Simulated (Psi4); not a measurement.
**NH3 (ammonia): CCSD/cc-pVTZ (sweep point 2)**

Aim: the energy of NH3 (ammonia). 

Program for the calculation: Psi4 1.11.

4 further runs of the same task are left out: 4 set aside as unsound or not needed.

## (1) The structure to begin with

The species is NH3 (4 atoms), meant as a singlet with charge 0. As SMILES, `N`. The coordinates come from a GFN2-xTB relaxation.

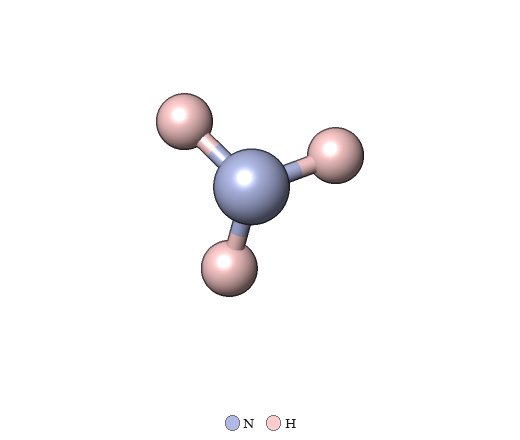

The structure, seen from a chosen angle (nitrogen light blue, hydrogen pink).

## (2) A single-point energy at CCSD/cc-pVTZ (sweep point 2)

The input, h3n.in:

```
memory 1600 MB

molecule mol {
  0 1
  N     -0.068160     0.242830     0.108060
  H      0.491930    -0.300470     0.753380
  H     -0.891960    -0.300620    -0.118350
  H      0.468190     0.358250    -0.743090
  symmetry c1
}

set basis cc-pVTZ
set reference rhf
set scf_type pk
set num_frozen_docc 1
set guess core

E, wfn = energy('ccsd', return_wfn=True)
```

Run with:

```
$ psi4 -i h3n.in -o h3n.out -n 1
```

h3n.out:

```text
[...]
  Running in c1 symmetry.
[...]
  Nuclear repulsion =   11.945306870429269
[...]
  Multiplicity = 1
[...]
  Nalpha       = 5
  Nbeta        = 5
[...]
    Number of basis functions: 72
[...]
   @RHF iter   1:   -41.97985492560002   -4.19799e+01   9.67909e-02 ADIIS/DIIS
[...]
   @RHF iter  12:   -56.21779449416129   -8.63309e-12   3.45362e-09 DIIS
[...]
    Orbital Energies [Eh]
    ---------------------
    Doubly Occupied:
       1A    -15.532819     2A     -1.135267     3A     -0.624850
       4A     -0.624721     5A     -0.423075
[...]
  @RHF Final Energy:   -56.21779449416129
   => Energetics <=
    Nuclear Repulsion Energy =             11.9453068704292686
    One-Electron Energy =                 -99.6447396216311887
    Two-Electron Energy =                  31.4816382570406361
    Total Energy =                        -56.2177944941612893
[...]
 Multipole Moments:
 ------------------------------------------------------------------------------------
     Multipole            Electronic (a.u.)      Nuclear  (a.u.)        Total (a.u.)
 ------------------------------------------------------------------------------------
 L = 1.  Multiply by 2.5417464519 to convert [e a0] to [Debye]
 Dipole X            :         -0.0544353            0.2102521            0.1558168
 Dipole Y            :          0.1934295           -0.7490616           -0.5556321
 Dipole Z            :          0.0861823           -0.3333310           -0.2471487
 Magnitude           :                                                    0.6277646
[...]
      * MP2 total energy                      =  -56.452805072542581
[...]
      * CCSD total energy                     =  -56.465350046843817
[...]
```

Wall time 5.1 s (1 thread of Intel Xeon 6975P-C (Granite Rapids), shared host); peak memory 0.48 GiB.

## (3) Results

Level: CCSD/cc-pVTZ (sweep point 2), 1 core orbital frozen.

```
                                  quantity         value
                              total energy  -56.46535 Eh
       HOMO energy (Hartree–Fock orbitals)     -11.51 eV
       LUMO energy (Hartree–Fock orbitals)       3.75 eV
     HOMO–LUMO gap (Hartree–Fock orbitals)      15.26 eV
correlation energy (1 core orbital frozen)    -247.6 mEh
                             T1 diagnostic         0.006
```
